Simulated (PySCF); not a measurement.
NMR shielding calculation of C6H16OSSi

- system: C6H16OSSi
- method: GIAO PBE0/pcSseg-1 NMR shielding, non-relativistic, gas phase (PySCF 2.14.0)

The geometry comes from this level: GFN2-xTB. It belongs to a series of runs on one base structure; here: constitutional isomer. Figures and captions count atoms from 1; the log counts them from 0 in places.

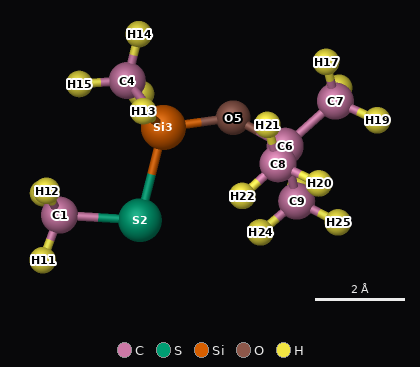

*The structure (ball-and-stick view, seen at a tilt; atoms are numbered from 1 in the order of the input).*

## Key numbers

| quantity | value |
| --- | --- |
| outcome | converged |
| total energy | −1000.558193 hartree |
| HOMO | −6.61 eV |
| LUMO | 0.49 eV |
| dipole moment | 0.81 D |
| isotropic shielding, C | 112.0 to 186.1 ppm |
| isotropic shielding, S | 672.5 ppm |
| isotropic shielding, Si | 356.4 ppm |
| isotropic shielding, O | 241.6 ppm |
| isotropic shielding, H | 26.0 to 31.7 ppm |
| hardware | 1 CPU thread, shared host |
| wall time | 74 s |
| peak memory | 1.1 GiB |

## The input
```
{"job": {"kind": "nmr", "xc": "PBE0", "basis": "pcSseg-1"}, "charge": 0, "multiplicity": 1}
C      3.583062    -1.053660    -0.337644
S      1.880087    -1.270571     0.260636
Si     0.981428     0.562445    -0.455950
C      1.889127     2.087872     0.193512
O     -0.514570     0.724645     0.097008
C     -1.638155    -0.132975     0.192817
C     -2.859180     0.781460     0.310053
C     -1.747763    -1.011896    -1.049407
C     -1.488929    -0.997481     1.444137
H      4.058730    -0.245303     0.208105
H      4.105624    -1.985214    -0.149293
H      3.572154    -0.839460    -1.401508
H      1.054845     0.459363    -1.918139
H      1.436603     2.994245    -0.192905
H      2.927895     2.080212    -0.119905
H      1.865565     2.140610     1.278156
H     -2.939382     1.406834    -0.575487
H     -2.753969     1.425456     1.178860
H     -3.765055     0.191123     0.411487
H     -2.640828    -1.627817    -0.995421
H     -1.798114    -0.390583    -1.940046
H     -0.876769    -1.658276    -1.119546
H     -1.366002    -0.363250     2.318210
H     -0.610220    -1.630886     1.350313
H     -2.367120    -1.622752     1.578478
```

The first line tells a small driver script what to run in PySCF; the rest is the geometry in Å.

Launch command:
```bash
OMP_NUM_THREADS=1 python <driver script> task.json out
```

## Log
```
coarse grid: 20776 points
cycle   1  E = -1000.3557974273  dE =  7.890e-01  |g| = 7.984e-01  |ddm| = 4.263e+00
cycle   2  E = -1000.2354436774  dE =  1.204e-01  |g| = 1.136e+00  |ddm| = 1.713e+00
cycle   3  E = -1000.4840672637  dE = -2.486e-01  |g| = 1.716e-01  |ddm| = 1.183e+00
cycle   4  E = -1000.4898944213  dE = -5.827e-03  |g| = 3.357e-02  |ddm| = 1.669e-01
cycle   5  E = -1000.4901408521  dE = -2.464e-04  |g| = 7.047e-03  |ddm| = 3.550e-02
cycle   6  E = -1000.4901536890  dE = -1.284e-05  |g| = 2.968e-03  |ddm| = 1.316e-02
cycle   7  E = -1000.4901557640  dE = -2.075e-06  |g| = 5.628e-04  |ddm| = 3.629e-03
final grid: 188080 points
cycle   8  E = -1000.5581555979  dE = -6.645e-05  |g| = 1.309e-02  |ddm| = 4.980e-02
cycle   9  E = -1000.5581277620  dE =  2.784e-05  |g| = 1.768e-02  |ddm| = 2.289e-02
cycle  10  E = -1000.5581926312  dE = -6.487e-05  |g| = 1.912e-03  |ddm| = 1.347e-02
cycle  11  E = -1000.5581933541  dE = -7.229e-07  |g| = 2.910e-04  |ddm| = 1.979e-03
cycle  12  E = -1000.5581933712  dE = -1.716e-08  |g| = 9.647e-05  |ddm| = 4.203e-04
cycle  13  E = -1000.5581933734  dE = -2.157e-09  |g| = 2.725e-05  |ddm| = 1.239e-04
cycle  14  E = -1000.5581933735  dE = -1.642e-10  |g| = 5.074e-06  |ddm| = 2.396e-05
```

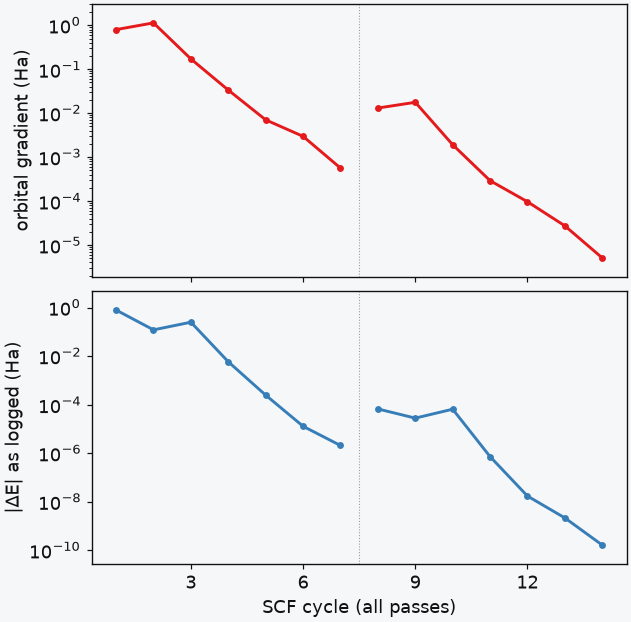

*Convergence of the self-consistent field: orbital gradient and size of the energy change against the SCF cycle. The dotted line marks the change from a coarse to the final integration grid.*

The first 7 cycles use a coarse grid, the final grid takes over at cycle 8, and the field converges after 14 cycles in all.

```
converged SCF energy = -1000.5581933735

GIAO shielding tensors (ppm)
atom      isotropic    diamagn.    paramagn.     s11        s22        s33       span
  0 C      175.516     251.361     -75.845    163.771    171.345    191.432     27.661
  1 S      672.468    1063.233    -390.765    579.299    627.621    810.483    231.185
  2 Si     356.401     883.758    -527.357    310.852    369.182    389.171     78.319
  3 C      186.139     256.486     -70.347    177.684    185.022    195.712     18.028
  4 O      241.629     402.993    -161.364    218.153    248.896    257.837     39.684
  5 C      112.044     237.068    -125.025     87.922     93.152    155.057     67.135
  6 C      152.766     248.002     -95.236    133.712    138.385    186.200     52.488
  7 C      156.018     251.916     -95.898    141.014    142.368    184.673     43.660
  8 C      153.707     250.479     -96.772    136.365    141.613    183.142     46.777
  9 H       29.879      30.268      -0.389     23.414     28.692     37.532     14.119
 10 H       29.718      28.919       0.799     23.728     26.799     38.626     14.898
 11 H       29.932      30.346      -0.414     24.455     27.777     37.564     13.109
 12 H       26.050      32.574      -6.524     23.260     24.341     30.549      7.289
 13 H       31.392      31.807      -0.415     26.747     28.857     38.571     11.824
 14 H       31.721      30.987       0.734     26.333     30.664     38.165     11.832
 15 H       31.482      32.941      -1.460     27.763     29.165     37.518      9.756
 16 H       30.306      30.777      -0.471     26.930     28.351     35.637      8.707
 17 H       30.214      30.794      -0.580     26.834     28.275     35.533      8.699
 18 H       30.784      30.333       0.451     26.988     28.164     37.201     10.213
 19 H       30.568      31.846      -1.278     26.820     27.967     36.916     10.096
 20 H       30.257      32.634      -2.377     27.323     28.206     35.241      7.918
 21 H       29.796      33.257      -3.461     25.052     30.493     33.843      8.791
 22 H       30.336      32.484      -2.148     27.399     28.352     35.256      7.857
 23 H       29.974      33.274      -3.300     24.656     30.537     34.728     10.071
 24 H       30.711      31.882      -1.171     26.778     28.188     37.167     10.389
```

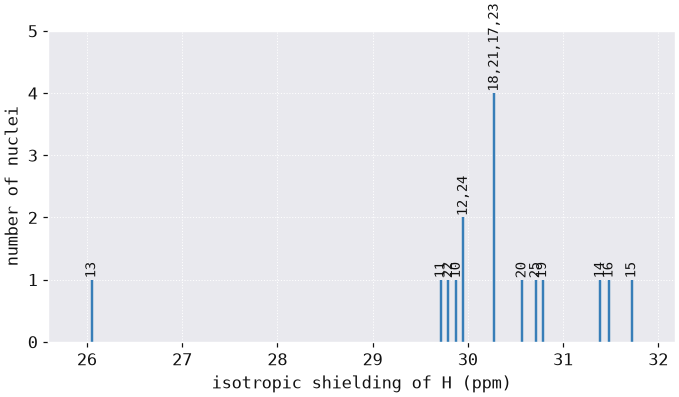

*Isotropic shieldings of the hydrogen nuclei in this fixed geometry, labelled by atom number; shielding grows to the right, so chemical shift grows to the left.*

The least shielded is H13 (26.0 ppm), the most shielded H15 (31.7 ppm).

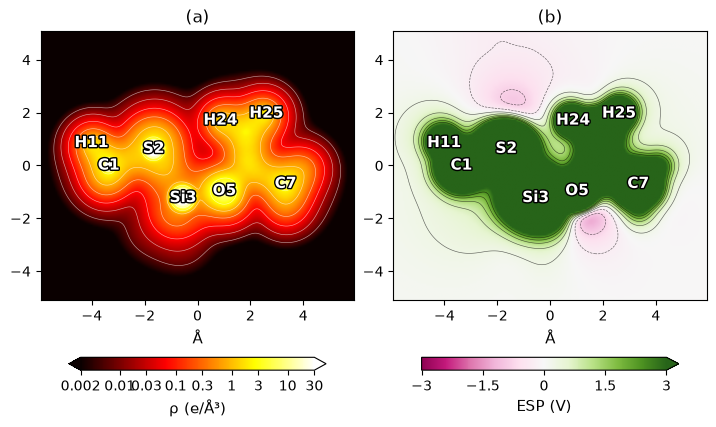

*(a) electron density; (b) electrostatic potential on the plane of atoms C1, S2 and Si3.*

Atoms in the plane: C, S, Si, O and H. Si–O (1.60 Å): ρ at the midpoint is about 1.2 e/Å³. C–S (1.82 Å): ρ at the midpoint is about 1.2 e/Å³. Si–S (2.16 Å): ρ at the midpoint is about 0.83 e/Å³.

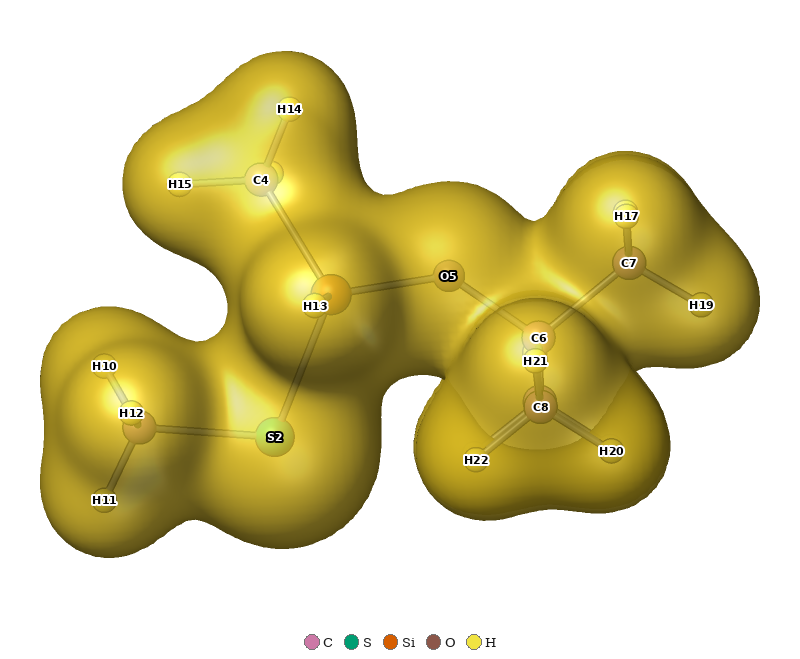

*Isosurface of the electron density at 0.1 e/Å³ (yellow), seen face on.*

At this value the surface is in one piece. On the grid the lowest density along these lines, outside the cores, is 1.7 e/Å³ (C–O, 1.42 Å), 1.7 e/Å³ (C–C, 1.53 Å), 1 e/Å³ (Si–O, 1.60 Å) and 1.2 e/Å³ (C–S, 1.82 Å).
